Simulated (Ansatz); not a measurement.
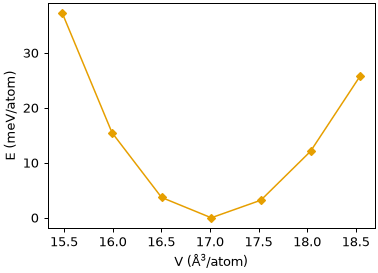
*Zn3P2 (La2O3 or Ni2Al3 type, P-3m1) under volume change, the program Ansatz at the PBE level (PAW), shape and atoms relaxed at each volume.*

**Question.** What does a third-order Birch–Murnaghan fit give for V₀, B₀ and B′?

**Answer.** V₀ = 17.02 Å³/atom, B₀ = 71.5 GPa, B′ = 5.0.

The cell is a constructed one: a structure type filled with these elements; neither database checked (COD, Materials Project) lists it. COD files the formula under space group No. 137, 224, so this cell is another polymorph or a model. Whether it is the stable phase at ambient conditions was not checked. The cell was relaxed with PBE under the symmetry of its start; its stability against distortions is not shown here.

Potentials: the later of the program's two PAW sets.
